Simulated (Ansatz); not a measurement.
| atom | x (Å) | y (Å) | z (Å) |
| --- | --- | --- | --- |
| C | 0.0000 | 0.0000 | -2.1421 |
| Al | 0.0000 | 0.0000 | 0.7733 |
| N | 0.0000 | 0.0000 | -0.9489 |
| H | 0.0000 | 0.0000 | 2.3177 |

Geometry: r2SCAN-D4/def2-TZVP.

Computed with isolated molecule in a Gaussian basis; Kohn-Sham density functional theory, functional PBE0 in Ansatz 0.2.0.

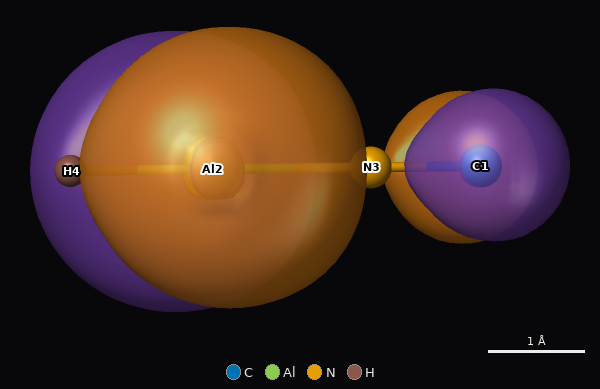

CHAlN (SMILES [C-]#[N+][AlH+]) (charge +1). The LUMO at ±0.1 Å⁻³ᐟ² (orange and purple are the two phases), seen from one side.

Where does this orbital lie, and at what energy?

By Hirshfeld shares it lies mainly on Al2 (about 75 %), C1 (about 15 %) and N3 (about 5 %). It is one of a degenerate set, so its orientation is arbitrary. Its energy is −8.17 eV.
